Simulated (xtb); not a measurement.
## Run report: PO, frequency calculation

PO (Phosphorus monoxide), multiplicity 2, SMILES O=[P], computed with GFN2-xTB (xtb 6.7.1).

The geometry was optimised with GFN2-xTB.

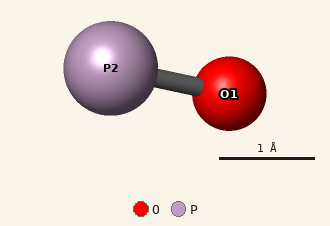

Fig. 1: The structure as given in the input (ball-and-stick view, seen at a tilt; atoms are numbered from 1 in the order of the input). Bond lengths as drawn: O–P 1.46 Å.

### Input (start.xyz)
```
2

O      0.00000000     0.00000000    -0.00004800
P      0.00000000     0.00000000     1.45513800
```

### File xcontrol
```
$symmetry
   desy=0.01
$end
```

Machine: 1 thread of Intel Xeon (Granite Rapids), 64 GiB of memory available, shared host.

Launched with:
```bash
xtb -u 1 --hess --gfn2 --input xcontrol -- start.xyz | tee start.out
```

### Output
```
* xtb version 6.7.1
   ID    Z sym.   atoms
    1    8 O      1
    2   15 P      2

           -------------------------------------------------
          |                Calculation Setup                |
           -------------------------------------------------

          program call               : xtb -u 1 --hess --gfn2 --input xcontrol -- start.xyz
          coordinate file            : start.xyz
          omp threads                :                     1

           -------------------------------------------------
          |                 G F N 2 - x T B                 |
           -------------------------------------------------

      * Hamiltonian:
        H0-scaling (s, p, d)           1.850000    2.230000    2.230000
        zeta-weighting                 0.500000
      * Dispersion:
        s8                             2.700000
        a1                             0.520000
        a2                             5.000000
        s9                             5.000000
      * Repulsion:
        kExp                           1.500000    1.000000
        rExp                           1.000000
      * Coulomb:
        alpha                          2.000000
        third order                    shell-resolved
        anisotropic                    true
        a3                             3.000000
        a5                             4.000000
        cn-shift                       1.200000
        cn-exp                         4.000000
        max-rad                        5.000000

          ...................................................
          :                      SETUP                      :
          :.................................................:
          :  # basis functions                  14          :
          :  # atomic orbitals                  13          :
          :  # shells                            5          :
          :  # electrons                        11          :
          :  max. iterations                   250          :
          :  Hamiltonian                  GFN2-xTB          :
          :  restarted?                      false          :
          :  GBSA solvation                  false          :
          :  PC potential                    false          :
          :  electronic temp.          300.0000000     K    :
          :  accuracy                    1.0000000          :
          :  -> integral cutoff          0.2500000E+02      :
          :  -> integral neglect         0.1000000E-07      :
          :  -> SCF convergence          0.1000000E-05 Eh   :
          :  -> wf. convergence          0.1000000E-03 e    :
          :  Broyden damping             0.4000000          :
          :  net charge                          0          :
          :  unpaired electrons                  1          :
          ...................................................

 iter      E             dE          RMSdq      gap      omega  full diag
   1     -6.5159335 -0.651593E+01  0.161E+01    0.00       0.0  T
   2     -6.5855704 -0.696369E-01  0.725E+00    0.00       1.0  T
   3     -6.5858547 -0.284253E-03  0.367E+00    0.00       1.0  T
   4     -6.5859597 -0.105082E-03  0.437E-01    0.00       1.0  T
   5     -6.5859258  0.339590E-04  0.311E-01    0.00       1.0  T
   6     -6.5859436 -0.178278E-04  0.192E-01    0.00       1.0  T
   7     -6.5859671 -0.234543E-04  0.633E-02    0.00       1.1  T
   8     -6.5859712 -0.414138E-05  0.103E-02    0.00       6.9  T
   9     -6.5859713 -0.927299E-07  0.551E-04    0.00     128.3  T
  10     -6.5859713  0.352429E-10  0.202E-04    0.00     350.9  T

   *** convergence criteria satisfied after 10 iterations ***

         #    Occupation            Energy/Eh            Energy/eV
      -------------------------------------------------------------
         1        2.0000           -0.7194173             -19.5763
         2        2.0000           -0.6165400             -16.7769
         3        2.0000           -0.5139519             -13.9853
         4        2.0000           -0.5139519             -13.9853
         5        2.0000           -0.4985338             -13.5658
         6        0.5000           -0.3215714              -8.7504 (HOMO)
         7        0.5000           -0.3215714              -8.7504 (LUMO)
         8                         -0.0804313              -2.1886
         9                         -0.0313293              -0.8525
        10                         -0.0313293              -0.8525
        11                          0.1462014               3.9783
       ...                                ...                  ...
        13                          0.9044132              24.6103
      -------------------------------------------------------------
                  HL-Gap            0.0000000 Eh            0.0000 eV
             Fermi-level           -0.3658120 Eh           -9.9543 eV

 SCC (total)                   0 d,  0 h,  0 min,  0.001 sec
 SCC setup                      ...        0 min,  0.000 sec (  4.114%)
 Dispersion                     ...        0 min,  0.000 sec (  1.098%)
 classical contributions        ...        0 min,  0.000 sec (  0.510%)
 integral evaluation            ...        0 min,  0.000 sec ( 15.813%)
 iterations                     ...        0 min,  0.001 sec ( 59.354%)
 molecular gradient             ...        0 min,  0.000 sec ( 14.172%)
 printout                       ...        0 min,  0.000 sec (  4.397%)

         :::::::::::::::::::::::::::::::::::::::::::::::::::::
         ::                     SUMMARY                     ::
         :::::::::::::::::::::::::::::::::::::::::::::::::::::
         :: total energy              -6.554299366255 Eh    ::
         :: gradient norm              0.000003887149 Eh/a0 ::
         :: HOMO-LUMO gap              0.000000000000 eV    ::
         ::.................................................::
         :: SCC energy                -6.585971300716 Eh    ::
         :: -> isotropic ES            0.014571287395 Eh    ::
         :: -> anisotropic ES          0.005703950518 Eh    ::
         :: -> anisotropic XC          0.000768986625 Eh    ::
         :: -> dispersion             -0.000495638669 Eh    ::
         :: repulsion energy           0.031671934461 Eh    ::
         :: add. restraining           0.000000000000 Eh    ::
         :: total charge              -0.000000000000 e     ::
         :::::::::::::::::::::::::::::::::::::::::::::::::::::

           -------------------------------------------------
          |                Numerical Hessian                |
           -------------------------------------------------
step length          :   0.00500
SCC accuracy         :   0.30000
Hessian scale factor :   1.00000
frozen atoms in %    :   0.00000    0
RMS gradient         :   0.00000

writing file <hessian>.

 vibrational frequencies (cm⁻¹)
eigval :        0.00     0.00     0.00     0.00     0.00  1318.62
           -------------------------------------------------
          |                Property Printout                |
           -------------------------------------------------

    * Orbital Energies and Occupations

         #    Occupation            Energy/Eh            Energy/eV
      -------------------------------------------------------------
         1        2.0000           -0.7194181             -19.5764
         2        2.0000           -0.6165406             -16.7769
         3        2.0000           -0.5139530             -13.9854
         4        2.0000           -0.5139530             -13.9854
         5        2.0000           -0.4985344             -13.5658
         6        0.5000           -0.3215714              -8.7504 (HOMO)
         7        0.5000           -0.3215714              -8.7504 (LUMO)
         8                         -0.0804314              -2.1886
         9                         -0.0313291              -0.8525
        10                         -0.0313291              -0.8525
Molecule has the following symmetry elements: (Cinf) (sigma)
It seems to be the Cinfv point group
        11                          0.1462012               3.9783
        12                          0.1462012               3.9783
        13                          0.9044127              24.6103
      -------------------------------------------------------------
                  HL-Gap            0.0000000 Eh            0.0000 eV
             Fermi-level           -0.3658122 Eh           -9.9543 eV

     #   Z          covCN         q      C6AA      α(0)
     1   8 O        0.808    -0.242    18.776     5.809
     2  15 P        0.808     0.242   175.188    24.601

 Mol. C6AA /au·bohr⁶  :        302.513190
 Mol. C8AA /au·bohr⁸  :      13713.770145
 Mol. α(0) /au        :         30.409569

Wiberg/Mayer (AO) data.
largest (>0.10) Wiberg bond orders for each atom

 ---------------------------------------------------------------------------
     #   Z sym  total        # sym  WBO       # sym  WBO       # sym  WBO
 ---------------------------------------------------------------------------
     1   8 O    2.261 --     2 P    2.261
     2  15 P    2.261 --     1 O    2.261
 ---------------------------------------------------------------------------

Topologies differ in total number of bonds
Writing topology from bond orders to xtbtopo.mol

molecular dipole:
                 x           y           z       tot (Debye)
 q only:        0.000       0.000       0.664
   full:        0.000       0.000       0.633       1.610
molecular quadrupole (traceless):
                xx          xy          yy          xz          yz          zz
 q only:       -0.913       0.000      -0.913       0.000       0.000       1.826
  q+dip:       -0.680       0.000      -0.680       0.000       0.000       1.360
   full:        0.074       0.000       0.074      -0.000      -0.000      -0.149

           -------------------------------------------------
          |               Frequency Printout                |
           -------------------------------------------------
 vibrational frequencies (cm⁻¹)
eigval :        0.00     0.00     0.00     0.00     0.00  1318.62
 reduced masses (amu)
   1: 25.87   2: 25.87   3: 25.87   4: 21.10   5: 21.10   6: 21.10
 IR intensities (km·mol⁻¹)
   1:  0.00   2:  0.00   3:  0.00   4:  4.90   5:  4.90   6:105.67
 Raman intensities (Ä⁴*amu⁻¹)
   1:  0.00   2:  0.00   3:  0.00   4:  0.00   5:  0.00   6:  0.00
 output can be read by thermo (or use thermo option).
 writing <g98.out> molden fake output.
 recommended (thermochemical) frequency scaling factor: 1.0
           -------------------------------------------------
          |             Thermodynamic Functions             |
           -------------------------------------------------

cin symmetry found (for desy threshold:  0.10E-01) used in thermo

          ...................................................
          :                      SETUP                      :
          :.................................................:
          :  # frequencies                           1      :
          :  # imaginary freq.                       0      :
          :  linear?                              true      :
          :  only rotor calc.                    false      :
          :  symmetry                              cin      :
          :  rotational number                       1      :
          :  scaling factor                  1.0000000      :
          :  rotor cutoff                   50.0000000 cm⁻¹ :
          :  imag. cutoff                  -20.0000000 cm⁻¹ :
          :.................................................:

    mode    ω/cm⁻¹     T·S(HO)/kcal·mol⁻¹    T·S(FR)/kcal·mol⁻¹   T·S(vib)
   ------------------------------------------------------------------------
   ------------------------------------------------------------------------

   temp. (K)  partition function   enthalpy   heat capacity  entropy
                                   cal/mol     cal/K/mol   cal/K/mol   J/K/mol
 298.15  VIB   1.00                    6.510      0.139      0.025
         ROT   275.                  592.502      1.987     13.146
         INT   275.                  599.012      2.126     13.172
         TR   0.311E+27             1481.254      4.968     37.449
         TOT                        2080.2657     7.0946    50.6205   211.7961

       T/K    H(0)-H(T)+PV         H(T)/Eh          T*S/Eh         G(T)/Eh
   ------------------------------------------------------------------------
    298.15    0.331511E-02    0.631916E-02    0.240514E-01   -0.177323E-01
   ------------------------------------------------------------------------

         :::::::::::::::::::::::::::::::::::::::::::::::::::::
         ::                  THERMODYNAMIC                  ::
         :::::::::::::::::::::::::::::::::::::::::::::::::::::
         :: total free energy          -6.572031639827 Eh   ::
         ::.................................................::
         :: total energy               -6.554299366296 Eh   ::
         :: zero point energy           0.003004041442 Eh   ::
         :: G(RRHO) w/o ZPVE           -0.020736314973 Eh   ::
         :: G(RRHO) contrib.           -0.017732273531 Eh   ::
         :::::::::::::::::::::::::::::::::::::::::::::::::::::

           -------------------------------------------------
          | TOTAL ENERGY               -6.554299366296 Eh   |
          | TOTAL ENTHALPY             -6.547980210520 Eh   |
          | TOTAL FREE ENERGY          -6.572031639827 Eh   |
          | GRADIENT NORM               0.000001825725 Eh/α |
          | HOMO-LUMO GAP               0.000000000054 eV   |
           -------------------------------------------------

------------------------------------------------------------------------
------------------------------------------------------------------------
 total:
 *  cpu-time:     0 d,  0 h,  0 min,  0.011 sec
 * ratio c/w:     1.000 speedup
 SCF:
 *  cpu-time:     0 d,  0 h,  0 min,  0.001 sec
 * ratio c/w:     0.999 speedup
 analytical hessian:
 *  cpu-time:     0 d,  0 h,  0 min,  0.005 sec
 * ratio c/w:     1.000 speedup
```

### File vibspectrum
```
$vibrational spectrum
#  mode     symmetry     wave number   IR intensity    selection rules
#                         cm**(-1)      (km*mol⁻¹)        IR
     1                       0.00         0.00000          -
     2                       0.00         0.00000          -
     3                       0.00         0.00000          -
     4                       0.00         0.00000          -
     5                       0.00         0.00000          -
     6        a           1318.62       105.67403         YES
$end
```

### Standard error
```
normal termination of xtb
```

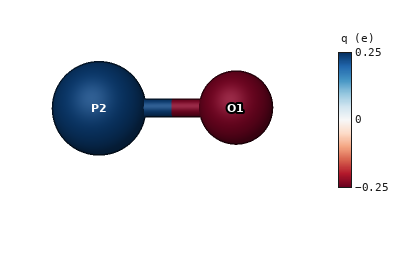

Fig. 2: Mulliken charges, as the colour of each atom (ball-and-stick view, seen on its broad side; atoms are numbered from 1 in the order of the input). By element: O −0.24 and P +0.24 e.

### Key numbers

| quantity | value |
| --- | --- |
| outcome | converged |
| electrons treated | 11 |
| total energy | −6.554299 hartree |
| dispersion energy | −0.000496 hartree |
| basis functions | 14 |
| zero-point energy | 0.003004 hartree |
| dipole moment | 1.61 D |
| wavenumbers, lowest and highest | 1319 cm⁻¹ |
| peak memory | 0.071 GiB |

Settings chosen away from the usual ones: method = gfn2-xtb; task = frequencies; x = {"symmetry_threshold": 0.01}; geo = {"prev": "A"}. The record of the run, not the program, notes: no spin polarisation: high-spin states lie too high.
